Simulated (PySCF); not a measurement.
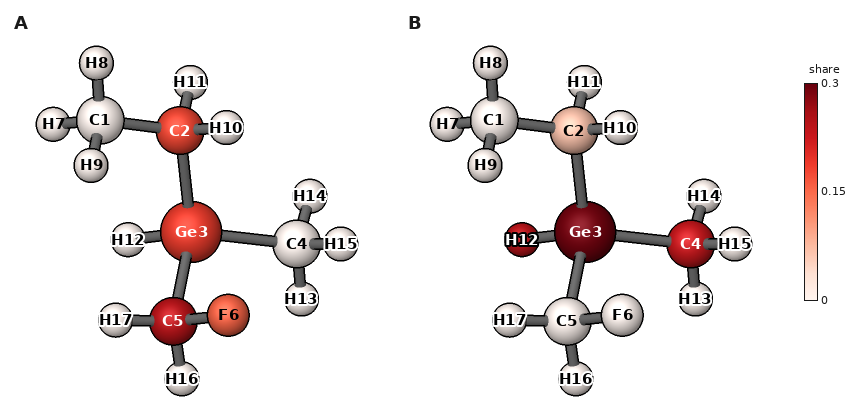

Each panel colours the atoms by their Löwdin share in one orbital (up to four of the largest shares; other atoms are shown as zero). The computed structure is the end point of a GFN2-xTB optimisation. No frequency run is at hand to confirm it as a minimum. Computed with PBE0/def2-SVPD (PySCF 2.14.0).

The panels show the HOMO−2, HOMO, in some order. Which is which?

Answer. A: HOMO, −7.91 eV; C5 0.24, Ge3 0.19, C2 0.18, F6 0.15
B: HOMO−2, −8.83 eV; Ge3 0.29, H12 0.24, C4 0.23, C2 0.07

The geometry is semi-empirical. Around Ge such bond lengths and angles can be off by a tenth of an ångström or more and by several degrees, and values that hang on the shape move with them.
